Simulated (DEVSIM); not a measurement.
Structure: Al/SiO2/n-GaAs capacitor, at 400 K.

| layer (left to right) | material | thickness (nm) | Nd (cm⁻³) |
|---|---|---|---|
| 1 | SiO2 | 28.0 | - |
| 2 | GaAs | 4100 | 2.5e16 |

Metal gate on the left, work function 4.1 eV. Fixed charge at the semiconductor interface -2.7e11 cm⁻² (in units of +e); interface traps 3e11 cm⁻² eV⁻¹, uniform in energy, neutral level at 0.7 of the gap above the valence band.

Constants are typed, rounded textbook-type inputs, not results; the design itself was drawn at random and stands for no fabricated device. Values at 300 K; Nc and Nv go as T^1.5, mobilities as T to minus their exponent, the gap by Varshni's rule with the affinity fixed.

```
parameter         SiO2      GaAs
----------------  ----  --------
gap (eV)             9     1.424
affinity (eV)      0.9      4.07
permittivity       3.9      12.9
Nc (cm⁻³)            -    4.7e17
Nv (cm⁻³)            -      9e18
Varshni α (eV/K)     -  0.000541
Varshni β (K)        -       204
```

DEVSIM, 1D Poisson equation in equilibrium, Boltzmann statistics, complete ionisation; no quantum confinement or tunnelling. Metal contacts follow the ideal Schottky-Mott rule: no Fermi-level pinning, no interface dipoles.

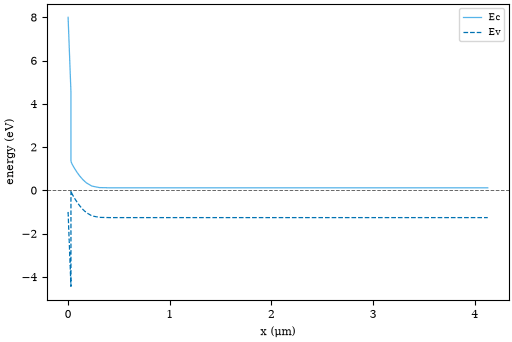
Fig. 1. Band edges at -4.8 V on the gate

Energies count from the Fermi level of the right contact; mesh points crowd at the junctions.

```
x (μm)    Ec (eV)  Ev (eV)  n (cm⁻³)  p (cm⁻³)  field (V/cm)
--------  -------  -------  --------  --------  ------------
0.000       8.000   -1.000     < 1e2     < 1e2      -1200000
0.001575    7.806   -1.194     < 1e2     < 1e2      -1200000
0.005306    7.345   -1.655     < 1e2     < 1e2      -1200000
0.01347     6.339   -2.661     < 1e2     < 1e2      -1200000
0.02379     5.065   -3.935     < 1e2     < 1e2      -1200000
0.02682     4.691   -4.309     < 1e2     < 1e2      -1200000
0.02817     1.370   -0.008     < 1e2    1.1e19       -340000
0.03119     1.304   -0.074     < 1e2    1.6e18       -150000
0.03770     1.228   -0.149       240    1.8e17        -97000
0.05305     1.095   -0.282     11000    3.9e15        -82000
0.09009     0.818   -0.560     3.6e7    1.2e12        -68000
0.2339      0.196   -1.181    2.5e15     18000        -19000
0.5265      0.116   -1.261    2.5e16      1800           ≈ 0
1.274       0.116   -1.261    2.5e16      1800           ≈ 0
3.088       0.116   -1.261    2.5e16      1800           ≈ 0
3.697       0.116   -1.261    2.5e16      1800           ≈ 0
3.950       0.116   -1.261    2.5e16      1800           ≈ 0
4.055       0.116   -1.261    2.5e16      1800           ≈ 0
4.106       0.116   -1.261    2.5e16      1800           ≈ 0
4.120       0.116   -1.261    2.5e16      1800           ≈ 0
4.125       0.116   -1.261    2.5e16      1800           ≈ 0
4.128       0.116   -1.261    2.5e16      1800           ≈ 0
```
